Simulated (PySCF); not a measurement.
SMILES O=C1c2ccccc2C(=O)c2ccccc21 (C₁₄H₈O₂) at its GFN2-xTB optimised geometry (Å):

```
24

O      2.6990    -0.0583     0.0000
C      1.4826    -0.0320     0.0000
C      0.7273     1.2402     0.0000
C      1.4367     2.4386    -0.0001
C      0.7727     3.6515    -0.0001
C     -0.6142     3.6815     0.0000
C     -1.3300     2.4984     0.0000
C     -0.6730     1.2704     0.0000
C     -1.4826     0.0320     0.0000
O     -2.6990     0.0583     0.0000
C     -0.7273    -1.2402     0.0000
C     -1.4367    -2.4386     0.0000
C     -0.7727    -3.6515     0.0000
C      0.6142    -3.6815     0.0000
C      1.3300    -2.4984     0.0000
C      0.6730    -1.2704     0.0000
H      2.5158     2.3919     0.0000
H      1.3344     4.5737    -0.0001
H     -1.1355     4.6271    -0.0001
H     -2.4101     2.4984     0.0000
H     -2.5158    -2.3919     0.0000
H     -1.3344    -4.5737     0.0001
H      1.1355    -4.6271     0.0000
H      2.4101    -2.4984     0.0000
```

Computed with PBE0/def2-SVP (PySCF 2.14.0). Cells within 0.4 Å of a nucleus heavier than hydrogen are left out (blank, or x).

Map of the deformation density (molecule minus spherical neutral atoms) (e/bohr³) on the plane z = 0.0 Å:

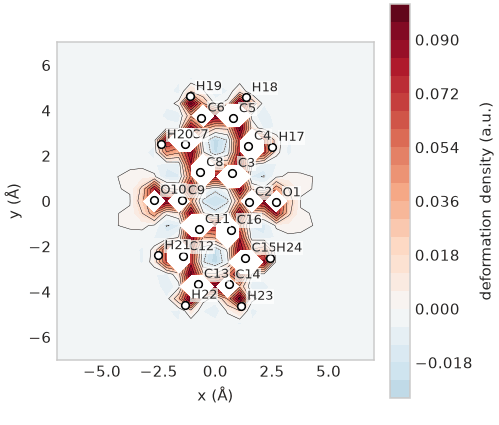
Figure: Deformation density (molecule minus spherical neutral atoms) (e/bohr³) on the plane z = 0.0 Å.
